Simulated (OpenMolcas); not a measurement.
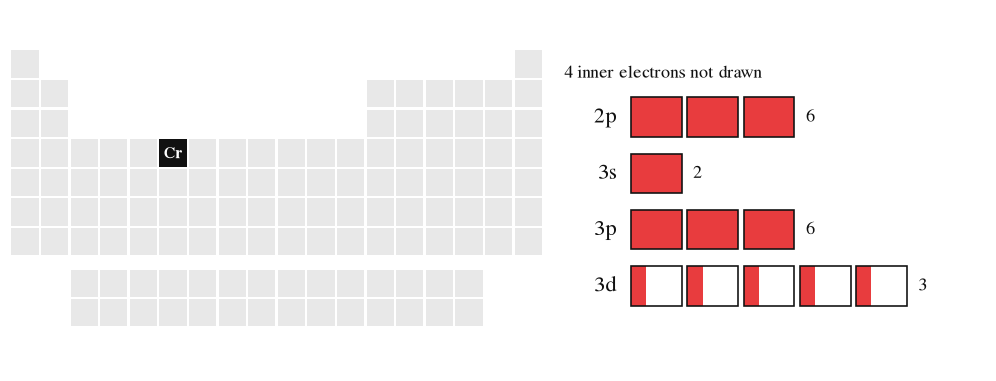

**Figure 1.** Left, the place of chromium in the periodic table; right, the outer shells of the leading configuration of the lowest level: a box for each of the 2l + 1 orbitals, shaded by the share of the shell that is filled, with the electron count at the right.

Run report: Cr³⁺ complex, multiconfigurational calculation (part 1 of 2)

Cr³⁺ with 6 ligands (Br; octahedron, 2.609 Å), embedded in Cs2NaYBr6 by model potentials and point charges, whose field is part of the energies. Computed at this level: state-averaged CASSCF, active space 3 electrons in the shell 3d, basis ANO-RCC-VDZP on the metal and ANO-RCC-VDZP on the ligands, DKH2 scalar Hamiltonian, spin-orbit coupling by RASSI with atomic mean-field integrals (OpenMolcas).

Output (extracts):
```
--- SEWARD ---
Basis set label: CR.ANO-RCC...5S4P2D1F.

      Electronic valence basis set:
      ------------------
      Associated Effective Charge  24.000000 au
      Associated Actual Charge     24.000000 au
      Nuclear Model: Point charge

      Shell  nPrim  nBasis  Cartesian Spherical Contaminant
         s      21       5        X
         p      15       4        X
         d      10       2                 X
         f       6       1                 X
                  Relativistic Douglas-Kroll-Hess integrals:
                    - DKH order of Hamiltonian: 2
                    - DKH order of Properties : 0
                  Atomic mean-field integrals
--- RASSCF ---
Wave function specifications:
      -----------------------------

      Number of closed shell electrons         234
      Number of electrons in active shells       3
      Max number of holes in RAS1 space          0
      Max nr of electrons in RAS3 space          0
      Number of inactive orbitals              117
      Number of active orbitals                  5
      Number of secondary orbitals              98
      Spin quantum number                      1.5
      State symmetry                             1
Orbital specifications:
      -----------------------

      Symmetry species                           1   2
                                                ag  au
      Frozen orbitals                            0   0
      Inactive orbitals                         57  60
      Active orbitals                            5   0
      RAS1 orbitals                              0   0
      RAS2 orbitals                              5   0
      RAS3 orbitals                              0   0
      Secondary orbitals                        46  52
      Deleted orbitals                           0   0
      Number of basis functions                108 112
      Number of CSFs                            10
      Number of root(s) required                10
      Iter CI   SX   CI       RASSCF       Energy    max ROT     max BLB   max BLB  Level Ln srch  Step   QN
          iter iter root      energy       change     param      element    value   shift minimum  type update
 Nr of preliminary CI iterations:   1
      Total energies have been shifted. Add               -16000.00 au
        1   1   16    0  -675.84418424    0.00E+00  -1.05E-01*   6  73 2 -3.15E-01*  1.32   0.00    SX    NO
        2   1   16    0  -676.34380721   -5.00E-01* -6.64E-02   13  61 2  1.43E-01*  1.01   0.00    SX    NO
        3   1   15    0  -676.48305909   -1.39E-01* -4.85E-02   52  60 1  7.27E-02*  0.86   0.00    SX    NO
        4   1   15    0  -676.52505790   -4.20E-02*  3.01E-02   52  60 1  4.45E-02*  0.79   0.00    SX    NO
        5   1   15    0  -676.53839500   -1.33E-02*  3.12E-02   52  60 1  2.73E-02*  0.76   2.20    LS   YES
        6   1   15    0  -676.54411188   -5.72E-03*  1.07E-02   61  67 1 -8.09E-03*  0.73   1.16    QN   YES
        7   1   14    0  -676.54560588   -1.49E-03*  6.17E-03    6  73 2 -7.42E-03*  0.74   1.60    LS   YES
        8   1   14    0  -676.54584667   -2.41E-04* -3.32E-03    6  73 2 -9.32E-03*  0.74   1.03    QN   YES
        9   1   13    0  -676.54611888   -2.72E-04* -2.30E-03   10  63 1 -1.85E-03*  0.73   1.43    QN   YES
       10   1   12    0  -676.54620118   -8.23E-05* -1.68E-03    4  71 2  1.61E-03*  0.74   1.28    QN   YES
       11   1   11    0  -676.54621981   -1.86E-05* -8.66E-04    4  71 2  8.13E-04*  0.73   1.52    LS   YES
       12   1   11    0  -676.54622226   -2.45E-06*  2.33E-04    4  61 2 -6.50E-04*  0.73   1.00    QN   YES
       13   1   10    0  -676.54622536   -3.10E-06*  1.40E-04   10  61 2 -1.98E-04*  0.73   1.60    LS   YES
       14   1    9    0  -676.54622587   -5.08E-07*  1.01E-04    4  71 2 -3.45E-04*  0.73   1.00    QN   YES
       15   1    8    0  -676.54622618   -3.12E-07*  7.26E-05    3  69 1 -1.03E-04*  0.73   1.72    LS   YES
       16   1    8    0  -676.54622625   -7.39E-08*  5.86E-05    6  73 2  7.69E-05   0.73   1.29    QN   YES
       17   1    7    0  -676.54622629   -3.44E-08*  1.86E-05   10  63 1  2.84E-05   0.73   1.39    QN   YES
       18   1    7    0  -676.54622629   -7.27E-09   9.76E-06   10  63 1  1.39E-05   0.73   1.36    QN   YES
      Convergence after 18 iterations
       19   1    7    0  -676.54622629   -1.59E-09   9.76E-06   10  63 1  4.05E-06   0.73   1.36    QN   YES
      Natural orbitals and occupation numbers for root  1
      sym 1:   1.000000   1.000000   0.000000   1.000000  -0.000000
      Natural orbitals and occupation numbers for root  2
      sym 1:   0.000016   1.000000   0.999984   0.999984   0.000016
      Natural orbitals and occupation numbers for root  3
      sym 1:   1.000000   0.000770   0.999230   0.999230   0.000770
::    RASSCF root number  1 Total energy: -16676.61757589
::    RASSCF root number  2 Total energy: -16676.57560501
::    RASSCF root number  3 Total energy: -16676.57560500
::    RASSCF root number  4 Total energy: -16676.57560500
::    RASSCF root number  5 Total energy: -16676.54741791
::    RASSCF root number  6 Total energy: -16676.54741791
::    RASSCF root number  7 Total energy: -16676.54741791
::    RASSCF root number  8 Total energy: -16676.49187277
::    RASSCF root number  9 Total energy: -16676.49187277
::    RASSCF root number 10 Total energy: -16676.49187277
--- RASSCF ---
Wave function specifications:
      -----------------------------

      Number of closed shell electrons         234
      Number of electrons in active shells       3
      Max number of holes in RAS1 space          0
      Max nr of electrons in RAS3 space          0
      Number of inactive orbitals              117
      Number of active orbitals                  5
      Number of secondary orbitals              98
      Spin quantum number                      0.5
      State symmetry                             1
Orbital specifications:
      -----------------------

      Symmetry species                           1   2
                                                ag  au
      Frozen orbitals                            0   0
      Inactive orbitals                         57  60
      Active orbitals                            5   0
      RAS1 orbitals                              0   0
      RAS2 orbitals                              5   0
      RAS3 orbitals                              0   0
      Secondary orbitals                        46  52
      Deleted orbitals                           0   0
      Number of basis functions                108 112
      Number of CSFs                            40
      Number of root(s) required                40
      Iter CI   SX   CI       RASSCF       Energy    max ROT     max BLB   max BLB  Level Ln srch  Step   QN
          iter iter root      energy       change     param      element    value   shift minimum  type update
 Nr of preliminary CI iterations:   1
      Total energies have been shifted. Add               -16000.00 au
        1   1    9    0  -676.44671089    0.00E+00  -1.14E-02   58  64 1 -1.27E-02*  0.76   0.00    SX    NO
        2   1    9    0  -676.44812200   -1.41E-03* -5.62E-03   51  60 1  8.66E-03*  0.77   0.00    SX    NO
        3   1    9    0  -676.44856628   -4.44E-04*  3.25E-03   51  60 1  4.97E-03*  0.77   0.00    SX    NO
        4   1    8    0  -676.44873967   -1.73E-04*  2.50E-03   51  60 1  3.82E-03*  0.77   0.00    SX    NO
        5   1    8    0  -676.44881449   -7.48E-05*  3.68E-03   51  60 1  2.55E-03*  0.77   2.50    LS   YES
        6   1    8    0  -676.44887005   -5.56E-05*  1.52E-03   47  73 2  1.36E-03*  0.76   1.35    QN   YES
        7   1    7    0  -676.44887895   -8.90E-06* -4.98E-04   49  63 1 -5.49E-04*  0.77   1.10    QN   YES
        8   1    7    0  -676.44888063   -1.68E-06*  2.71E-04   49  63 1 -3.24E-04*  0.76   1.60    QN   YES
        9   1    6    0  -676.44888130   -6.68E-07* -9.15E-05   52  58 1  8.36E-05   0.76   1.14    QN   YES
       10   1    6    0  -676.44888135   -5.18E-08* -1.37E-04   52  58 1  4.34E-05   0.76   2.50    LS   YES
       11   1    6    0  -676.44888135    5.68E-09  -5.32E-05   49  63 1  7.33E-05   0.76   0.45    LS   YES
      Convergence after 11 iterations
       12   1    6    0  -676.44888136   -1.50E-08* -5.32E-05   49  63 1  4.67E-05   0.76   0.45    LS   YES
      Natural orbitals and occupation numbers for root  1
      sym 1:   0.998657   0.933982   0.022860   0.986929   0.057573
      Natural orbitals and occupation numbers for root  2
      sym 1:   0.947721   1.012396   0.057573   0.959449   0.022860
      Natural orbitals and occupation numbers for root  3
      sym 1:   0.947655   0.987942   0.041322   0.978306   0.044774
::    RASSCF root number  1 Total energy: -16676.53209753
::    RASSCF root number  2 Total energy: -16676.53209753
::    RASSCF root number  3 Total energy: -16676.52811453
::    RASSCF root number  4 Total energy: -16676.52811453
::    RASSCF root number  5 Total energy: -16676.52811453
::    RASSCF root number  6 Total energy: -16676.50581305
::    RASSCF root number  7 Total energy: -16676.50581305
::    RASSCF root number  8 Total energy: -16676.50581305
::    RASSCF root number  9 Total energy: -16676.50377665
::    RASSCF root number 10 Total energy: -16676.49338622
::    RASSCF root number 11 Total energy: -16676.49338622
::    RASSCF root number 12 Total energy: -16676.49338622
::    RASSCF root number 13 Total energy: -16676.48810107
::    RASSCF root number 14 Total energy: -16676.48810107
::    RASSCF root number 15 Total energy: -16676.48810107
::    RASSCF root number 16 Total energy: -16676.47751337
::    RASSCF root number 17 Total energy: -16676.47751337
::    RASSCF root number 18 Total energy: -16676.47025303
::    RASSCF root number 19 Total energy: -16676.47025303
::    RASSCF root number 20 Total energy: -16676.47025303
::    RASSCF root number 21 Total energy: -16676.45129337
::    RASSCF root number 22 Total energy: -16676.45129337
::    RASSCF root number 23 Total energy: -16676.45129337
::    RASSCF root number 24 Total energy: -16676.44977092
::    RASSCF root number 25 Total energy: -16676.44977092
::    RASSCF root number 26 Total energy: -16676.44977092
::    RASSCF root number 27 Total energy: -16676.41776690
::    RASSCF root number 28 Total energy: -16676.41769185
::    RASSCF root number 29 Total energy: -16676.41769185
::    RASSCF root number 30 Total energy: -16676.41361598
```

(Continued in part 2.) Outcome of the run: converged.
